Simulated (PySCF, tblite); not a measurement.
# C7H13BN+: excited states

Aim: compute the excited states of C7H13BN+ (`C[N+](C)(C)C1=CC=CB1`).

Programs: tblite 0.8.0 and PySCF 2.14.0, with routines of our own; each step states its level. All values are computed. Atoms count from 0.

## 1. The system as given

22 atoms, charge 1, multiplicity 1; geometry from: force field or distance geometry start.

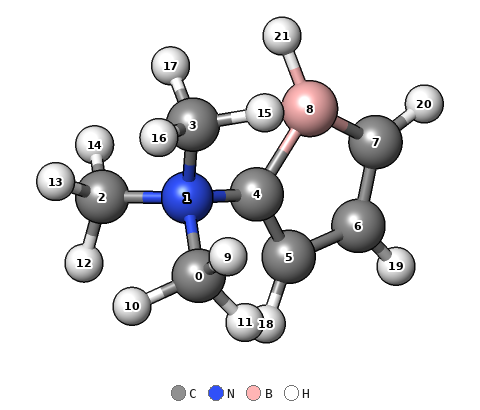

The starting geometry (carbon grey, nitrogen blue, boron pink, hydrogen white).

## 2. Geometry optimisation with GFN2-xTB

What the job is given:

```
{"job": {"kind": "relax", "xc": "GFN2-xTB", "basis": "xTB"}, "charge": 1, "multiplicity": 1}
C     -1.408300    -0.589800     1.180500
N     -0.848500     0.181500     0.071200
C     -1.645100     0.010600    -1.088400
C     -0.968300     1.574100     0.491300
C      0.522200    -0.190200    -0.093200
C      1.074300    -1.386400    -0.111300
C      2.502800    -1.328200    -0.328800
C      2.957300    -0.101300    -0.464900
B      1.700900     0.837500    -0.339600
H     -1.446300     0.047900     2.082700
H     -2.444900    -0.925600     0.875800
H     -0.755700    -1.461300     1.423000
H     -1.922700    -1.071800    -1.240500
H     -2.602400     0.587500    -0.900100
H     -1.179100     0.451200    -1.969800
H     -0.120800     1.791200     1.213200
H     -1.919100     1.786900     0.992100
H     -0.770100     2.201200    -0.384500
H      0.526000    -2.305800     0.037900
H      3.183000    -2.198700    -0.365500
H      3.981600     0.200000    -0.638300
H      1.572700     1.908800    -0.844700
```

On the command line:

```console
> OMP_NUM_THREADS=1 python excited_run.py task.json out
```

This one command runs all jobs of the session in turn.

Log:

```text
step      E/eV     max force
  0    -687.32379    2.591
  1    -687.67490    1.613
  2    -687.76842    0.721
  3    -687.82041    0.520
  4    -687.89887    0.454
  5    -687.92456    0.364
  6    -687.94216    0.268
  7    -687.95235    0.221
  8    -687.96231    0.235
  9    -687.97003    0.235
 10    -687.97560    0.167
 11    -687.97957    0.168
 12    -687.98365    0.154
 13    -687.98844    0.172
 14    -687.99319    0.124
 15    -687.99756    0.138
 16    -688.00240    0.167
 17    -688.00904    0.203
 18    -688.01723    0.208
 19    -688.02566    0.229
 20    -688.03365    0.234
 21    -688.04139    0.208
 22    -688.04969    0.254
 23    -688.05779    0.191
 24    -688.06397    0.134
 25    -688.06844    0.146
 26    -688.07256    0.147
 27    -688.07652    0.142
 28    -688.08021    0.140
 29    -688.08369    0.149
 30    -688.08681    0.138
 31    -688.08910    0.190
 32    -688.09194    0.121
 33    -688.09515    0.115
 34    -688.09818    0.152
 35    -688.10189    0.157
 36    -688.10475    0.121
 37    -688.10724    0.103
 38    -688.10986    0.147
 39    -688.11324    0.183
 40    -688.11721    0.159
 41    -688.12077    0.109
 42    -688.12262    0.197
 43    -688.12482    0.140
 44    -688.12664    0.104
 45    -688.13047    0.093
 46    -688.13207    0.084
 47    -688.13551    0.103
 48    -688.13781    0.098
 49    -688.14012    0.082
 50    -688.14178    0.079
 51    -688.14288    0.093
 52    -688.14414    0.078
 53    -688.14524    0.059
 54    -688.14606    0.071
 55    -688.14683    0.059
 56    -688.14748    0.059
 57    -688.14807    0.051
 58    -688.14853    0.056
 59    -688.14886    0.050
 60    -688.14911    0.032
 61    -688.14931    0.027
 62    -688.14949    0.029
 63    -688.14965    0.028
 64    -688.14979    0.024
 65    -688.14991    0.022
 66    -688.15002    0.024
 67    -688.15012    0.025
 68    -688.15023    0.022
 69    -688.15034    0.018
 70    -688.15046    0.020
 71    -688.15055    0.018
 72    -688.15061    0.015
 73    -688.15066    0.012
 74    -688.15071    0.013
 75    -688.15075    0.014
 76    -688.15078    0.014
 77    -688.15081    0.015
 78    -688.15084    0.014
 79    -688.15088    0.016
 80    -688.15091    0.014
 81    -688.15095    0.014
 82    -688.15099    0.017
 83    -688.15104    0.019
 84    -688.15110    0.015
 85    -688.15114    0.012
 86    -688.15117    0.015
 87    -688.15120    0.018
 88    -688.15124    0.014
 89    -688.15126    0.012
 90    -688.15129    0.012
 91    -688.15131    0.020
 92    -688.15135    0.022
 93    -688.15138    0.014
 94    -688.15140    0.012
 95    -688.15143    0.012
 96    -688.15147    0.026
 97    -688.15153    0.037
 98    -688.15162    0.038
 99    -688.15171    0.023
100    -688.15177    0.016
101    -688.15183    0.020
102    -688.15190    0.029
103    -688.15196    0.025
104    -688.15202    0.020
105    -688.15208    0.019
106    -688.15213    0.025
107    -688.15219    0.029
108    -688.15224    0.020
109    -688.15229    0.020
110    -688.15236    0.022
111    -688.15250    0.045
112    -688.15273    0.067
113    -688.15303    0.065
114    -688.15338    0.043
115    -688.15381    0.058
116    -688.15404    0.175
117    -688.15486    0.119
118    -688.15568    0.082
119    -688.15709    0.112
120    -688.15778    0.091
121    -688.15886    0.091
122    -688.15831    0.457
123    -688.16185    0.062
124    -688.16307    0.073
125    -688.16412    0.257
126    -688.16546    0.116
127    -688.16722    0.066
128    -688.17214    0.080
129    -688.17145    0.388
130    -688.17689    0.178
131    -688.17902    0.109
132    -688.18156    0.161
133    -688.18381    0.094
134    -688.18649    0.079
135    -688.18726    0.096
136    -688.18807    0.152
137    -688.18878    0.047
138    -688.18926    0.064
139    -688.18953    0.061
140    -688.18975    0.040
141    -688.19021    0.037
142    -688.19045    0.036
143    -688.19104    0.048
144    -688.19167    0.060
145    -688.19233    0.053
146    -688.19283    0.045
147    -688.19324    0.043
148    -688.19364    0.044
149    -688.19404    0.040
150    -688.19435    0.033
151    -688.19461    0.036
152    -688.19490    0.038
153    -688.19526    0.046
154    -688.19573    0.056
155    -688.19634    0.061
156    -688.19708    0.064
157    -688.19781    0.059
158    -688.19830    0.054
159    -688.19865    0.049
160    -688.19897    0.054
161    -688.19938    0.041
162    -688.19972    0.034
163    -688.19991    0.029
164    -688.20005    0.025
165    -688.20020    0.025
166    -688.20032    0.026
167    -688.20038    0.022
168    -688.20041    0.019
169    -688.20044    0.020
170    -688.20048    0.020
171    -688.20051    0.017
172    -688.20055    0.013
173    -688.20060    0.014
174    -688.20064    0.018
175    -688.20068    0.019
176    -688.20071    0.013
177    -688.20073    0.009
```

It took 2.2 s on 1 thread of Arm Neoverse N1, shared host; peak memory 0.18 GiB.

Relaxation path: (not every step is listed)

```
step  energy from step 0 (eV)  largest force (eV/Å)
   0                   0.0000                2.5906
   1                  -0.3511                1.6131
   2                  -0.4446                0.7207
   3                  -0.4966                0.5205
   4                  -0.5751                0.4536
   5                  -0.6008                0.3644
   6                  -0.6184                0.2677
   7                  -0.6286                0.2205
   8                  -0.6385                0.2352
  24                  -0.7402                0.1336
  40                  -0.7934                0.1594
  56                  -0.8237                0.0592
  72                  -0.8268                0.0154
  88                  -0.8274                0.0137
 104                  -0.8282                0.0199
 120                  -0.8340                0.0914
 136                  -0.8643                0.1519
 152                  -0.8711                0.0383
 168                  -0.8766                0.0192
 172                  -0.8768                0.0128
 173                  -0.8768                0.0142
 174                  -0.8768                0.0180
 175                  -0.8769                0.0190
 176                  -0.8769                0.0132
 177                  -0.8769                0.0090
```

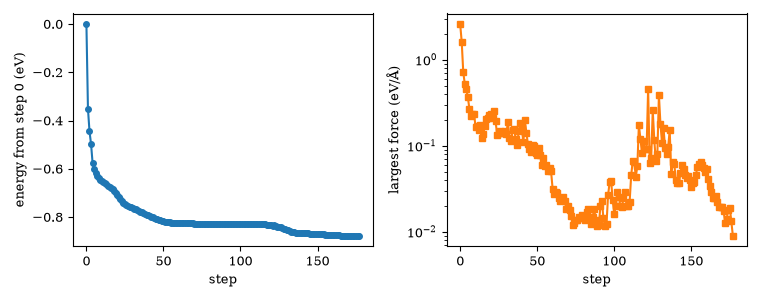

Energy and largest force along the relaxation.

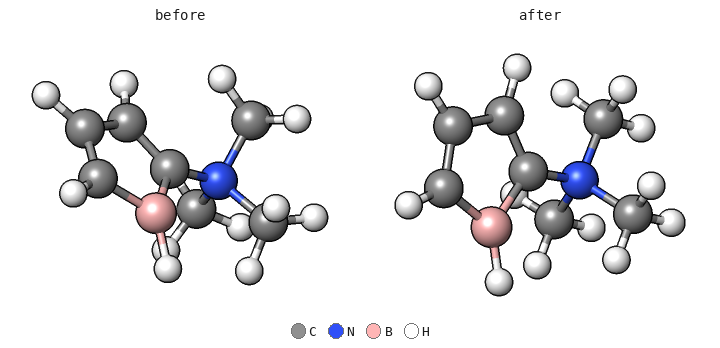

Before and after, at one scale.

Distances of close pairs at the start and the end, largest changes first:

```
  bond  before (Å)  after (Å)  change (Å)
 N1–C2       1.417      1.477      +0.060
C3–H15       1.134      1.089      -0.045
C2–H13       1.133      1.089      -0.044
C0–H10       1.131      1.089      -0.043
 C5–C6       1.446      1.487      +0.041
C2–H12       1.128      1.089      -0.039
 N1–C4       1.430      1.468      +0.038
B8–H21       1.191      1.162      -0.030
```

The end geometry stands in the next job.

## 3. Infrared spectrum with GFN2-xTB

What the job is given:

```
{"job": {"kind": "ir", "xc": "GFN2-xTB", "basis": "xTB"}, "charge": 1, "multiplicity": 1}
C     -1.547533    -0.772456     1.026708
N     -0.872186     0.188370     0.136491
C     -1.561937     0.201855    -1.169614
C     -0.933716     1.532642     0.745198
C      0.538034    -0.145559    -0.094601
C      1.192610    -1.188313     0.424803
C      2.606355    -1.196103    -0.037028
C      2.871376    -0.167036    -0.851915
B      1.565935     0.672062    -1.006178
H     -1.059892    -0.792324     1.999572
H     -2.586668    -0.477621     1.164286
H     -1.523729    -1.770177     0.592464
H     -1.502000    -0.784355    -1.627788
H     -2.609243     0.471483    -1.039823
H     -1.089426     0.922208    -1.833975
H     -0.412953     1.528494     1.701464
H     -1.970452     1.825656     0.904944
H     -0.454684     2.259893     0.093536
H      0.831467    -1.958277     1.085762
H      3.285592    -1.966764     0.284422
H      3.842752    -0.007791    -1.285143
H      1.379889     1.643499    -1.615220
```

Log:

```text
mode    cm-1     km/mol
  1      54.5      0.45
  2     112.4      0.02
  3     171.4      0.24
  4     216.8      0.08
  5     223.3      0.30
  6     264.4      0.01
  7     310.0      0.02
  8     344.0      0.50
  9     345.4      0.08
 10     348.8      0.04
 11     385.5      0.01
 12     475.0      0.05
 13     486.0      0.22
 14     578.9      1.32
 15     662.9     32.59
 16     684.0      1.86
 17     763.1      6.50
 18     795.2    144.63
 19     849.0      1.00
 20     880.5      2.16
 21     892.1     22.17
 22     915.5      0.17
 23     979.8     24.46
 24     992.2     10.44
 25     997.8      7.08
 26    1018.6      0.20
 27    1059.2     40.01
 28    1072.8      7.89
 29    1079.6      0.67
 30    1096.6      1.68
 31    1108.1      0.73
 32    1196.7      1.36
 33    1227.1      0.02
 34    1239.1      0.84
 35    1257.6      0.75
 36    1271.3     24.78
 37    1405.7     23.56
 38    1406.5     22.54
 39    1428.2     15.57
 40    1437.1      1.06
 41    1452.0      2.43
 42    1457.1      2.17
 43    1458.6     24.51
 44    1466.5     25.03
 45    1481.4     48.29
 46    1586.4     13.78
 47    1621.6      5.68
 48    2726.4     65.47
 49    3033.0      0.27
 50    3034.4      0.96
 51    3039.8      5.00
 52    3041.8      0.49
 53    3043.8      0.33
 54    3047.0      0.66
 55    3049.3      2.48
 56    3055.9      0.83
 57    3059.6      0.87
 58    3112.8      7.44
 59    3123.7      4.53
 60    3143.7      5.70
```

Run time: 1.4 s. Hardware: 1 thread of Arm Neoverse N1, shared host; peak memory 0.18 GiB.

The strongest bands and the atoms that carry them (share of the mass-weighted mode):

```
cm⁻¹  km/mol                                   atoms
 663    32.6    H21 25 %, B8 22 %, C4 21 %, H20 14 %
 795   144.6   H20 26 %, H19 24 %, B8 13 %, H21 12 %
1059    40.0     B8 29 %, C7 23 %, C5 15 %, H21 13 %
1271    24.8    H20 22 %, H19 19 %, C6 19 %, C7 12 %
1459    24.5  H13 25 %, H16 25 %, H12 13 %, H15 13 %
1466    25.0             H10 42 %, H11 18 %, H9 18 %
1481    48.3   H9 21 %, H11 21 %, H15 10 %, H12 10 %
2726    65.5                                H21 91 %
```

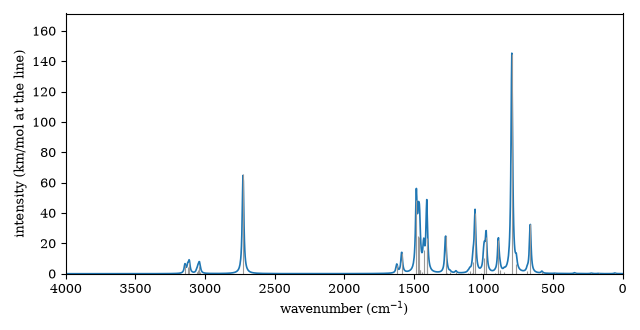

The infrared spectrum from these modes, unscaled. Lines are broadened to a width of 14 cm⁻¹ (Lorentzian).

## 4. Excited states: TDA wB97X-D/def2-SVP

Settings changed since step 3:

```diff
@@ -1,2 +1,2 @@
-{"job": {"kind": "ir", "xc": "GFN2-xTB", "basis": "xTB"}, "charge": 1, "multiplicity": 1}
+{"job": {"kind": "states", "xc": "wB97X-D", "basis": "def2-SVP", "tda": true, "soc": true, "nstates": 6, "ntriplets": 5, "nquad": 4}, "charge": 1, "multiplicity": 1}
 C     -1.547533    -0.772456     1.026708
```

Level: TDA wB97X-D/def2-SVP excited states, vertical, gas phase, spin-orbit mean-field couplings.

Log:

```text
coarse grid: 17816 points
cycle   1  E = -353.3445009688  dE =  1.895e+00  |g| = 5.575e-01  |ddm| = 4.767e+00
cycle   2  E = -353.3490721895  dE = -4.571e-03  |g| = 6.189e-01  |ddm| = 1.192e+00
cycle   3  E = -353.4296711254  dE = -8.060e-02  |g| = 4.635e-02  |ddm| = 5.287e-01
cycle   4  E = -353.4302748112  dE = -6.037e-04  |g| = 3.582e-02  |ddm| = 1.087e-01
cycle   5  E = -353.4306082526  dE = -3.334e-04  |g| = 8.359e-03  |ddm| = 4.015e-02
cycle   6  E = -353.4306493502  dE = -4.110e-05  |g| = 3.853e-03  |ddm| = 1.532e-02
cycle   7  E = -353.4306699248  dE = -2.057e-05  |g| = 1.997e-03  |ddm| = 1.119e-02
cycle   8  E = -353.4306779918  dE = -8.067e-06  |g| = 6.228e-04  |ddm| = 9.081e-03
final grid: 170496 points
cycle   9  E = -353.4847425467  dE = -1.468e-04  |g| = 4.524e-03  |ddm| = 4.428e-02
cycle  10  E = -353.4847475364  dE = -4.990e-06  |g| = 2.754e-03  |ddm| = 9.179e-03
cycle  11  E = -353.4847494114  dE = -1.875e-06  |g| = 7.801e-04  |ddm| = 3.173e-03
cycle  12  E = -353.4847496060  dE = -1.946e-07  |g| = 4.469e-04  |ddm| = 1.488e-03
cycle  13  E = -353.4847496779  dE = -7.182e-08  |g| = 1.121e-04  |ddm| = 5.209e-04
cycle  14  E = -353.4847496967  dE = -1.888e-08  |g| = 6.350e-05  |ddm| = 3.399e-04
cycle  15  E = -353.4847497040  dE = -7.245e-09  |g| = 2.581e-05  |ddm| = 2.368e-04
cycle  16  E = -353.4847497056  dE = -1.564e-09  |g| = 1.335e-05  |ddm| = 1.260e-04
cycle  17  E = -353.4847497058  dE = -2.080e-10  |g| = 3.665e-06  |ddm| = 5.613e-05
converged SCF energy = -353.4847497058

Singlet excitations
state   eV       nm        f     d(h-e)  d(exc)  Lambda  PR(NTO)  |dmu|/D   mu/D   main configurations
  1   2.6824   462.2   0.01299   0.572   2.499   0.695   1.024    1.717    3.470   H->L 0.98
  2   4.5898   270.1   0.00000   0.625   2.409   0.533   1.011    1.712    2.377   H-1->L 0.98
  3   5.1928   238.8   0.00043   0.697   2.453   0.519   1.013    1.633    5.193   H-2->L 0.98
  4   6.0962   203.4   0.00000   0.741   2.484   0.498   1.014    1.821    2.769   H-4->L 0.97
  5   6.4723   191.6   0.05941   0.395   2.709   0.782   1.636                     H-3->L 0.74, H->L+2 0.16
  6   7.3487   168.7   0.00000   0.542   2.736   0.377   1.042                     H-5->L 0.74, H-11->L 0.13

Triplet excitations (Tamm-Dancoff)
state   eV     d(h-e)  d(exc)  Lambda  PR(NTO)   main configurations
  1   1.4949   0.298   2.335   0.697   1.031   H->L 0.97
  2   4.0974   0.576   2.345   0.532   1.012   H-1->L 0.97
  3   4.3688   0.235   2.059   0.784   1.501   H-3->L 0.76, H->L+2 0.10, H->L+3 0.09
  4   4.6960   0.635   2.380   0.517   1.019   H-2->L 0.96
  5   5.7423   0.645   2.442   0.498   1.031   H-4->L 0.96
S1 - T1 = 1.1875 eV

Spin-orbit couplings |<S|Hso|T>| (cm-1)
             T1       T2       T3       T4       T5
S0        0.077    1.720    0.073    5.267    4.702
S1        0.022    3.202    0.043    3.285    3.204
S2        2.864    0.050    3.162    1.416    8.929
S3        2.944    2.042    2.340    0.193    2.298
S4        2.423    8.965    1.887    1.788    0.713
S5        0.124    2.867    0.063    2.101    1.735
S6        2.935    0.971    4.106    7.568    5.712
T1 sublevels (cm-1): 0.000 0.000 0.000   radiative rates (1/s): 5.18e-05 3.99e-06 0.000377
```

It took 91 s on 1 thread of Arm Neoverse N1, shared host; peak memory 0.86 GiB.

From this job:

```
  quantity    value
S1 less T1  1.19 eV
```

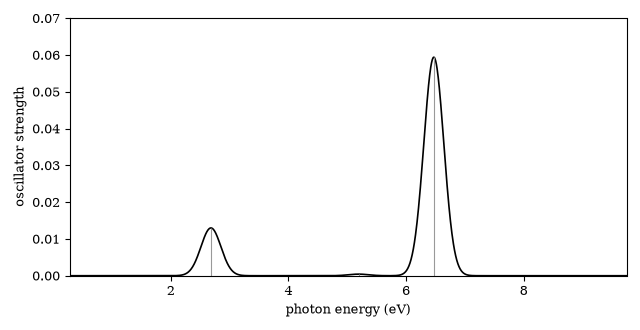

Absorption lines of the singlets. Lines are broadened to a width of 0.40 eV (Gaussian).

The fields below are evaluated on a grid from the run's orbitals.

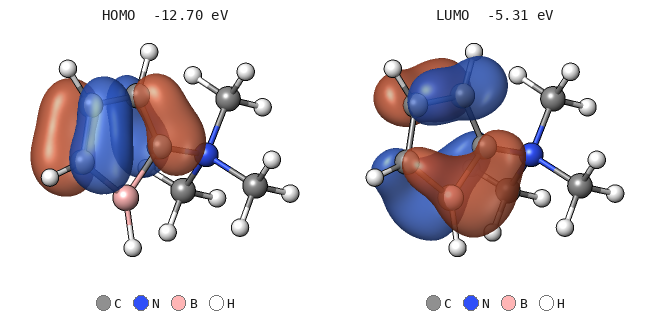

Frontier orbitals at wB97X-D/def2-SVP; each surface holds 70 % of the orbital's density, blue and red mark the sign.

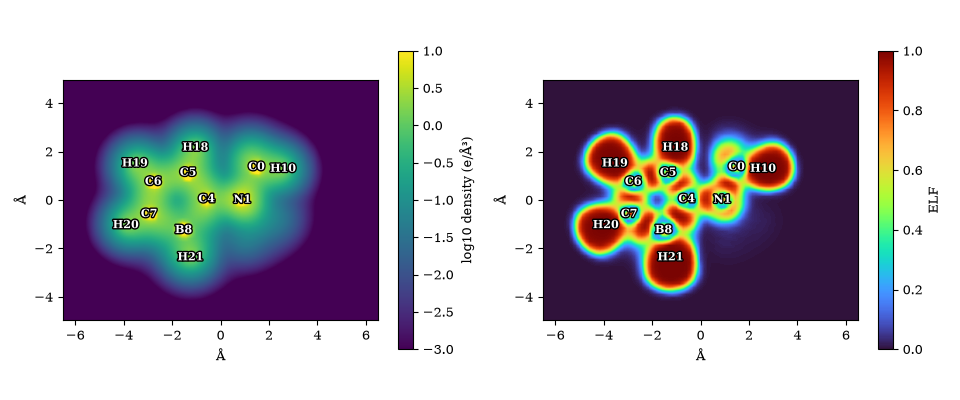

Density (left) and ELF (right) in a plane through or near 12 of the atoms.

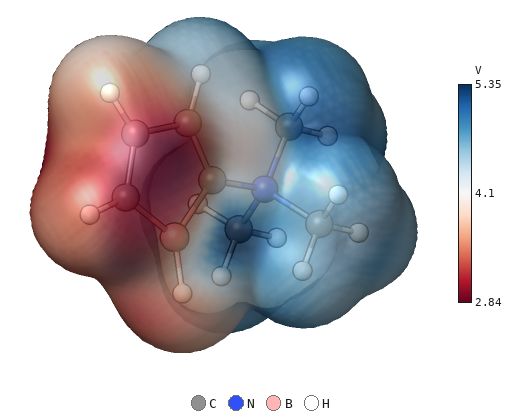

Electrostatic potential on the surface of density 0.002 e/bohr³; red is low, blue high. It runs from 2.84 V near C7 to 5.35 V near B8.

## 5. What came out

| quantity | value |
| --- | --- |
| strongest single infrared mode (GFN2-xTB) | 795 cm⁻¹, 145 km/mol |
| zero-point energy (GFN2-xTB) | 117.3 kcal/mol |
| S1 less T1 (step 4, TDA wB97X-D/def2-SVP) | 1.19 eV |

What this shows: No mode is imaginary among the 60: a minimum at this level. The strongest single mode, at 795 cm⁻¹, is carried by H20, H19, B8, H21. Unscaled tight-binding wavenumbers are off by several per cent, some by more. Its intensities can rank the bands wrongly. In step 4, the number of triplets below S1 is 1, and the largest singlet-triplet spin-orbit coupling is S4–T2, 8.96 cm⁻¹. At wB97X-D/def2-SVP, counted by nearest atom on the grid, the HOMO lies on C7 30 %; C4, C6 about 22 % each, the LUMO on B8 32 %; C5 18 %.
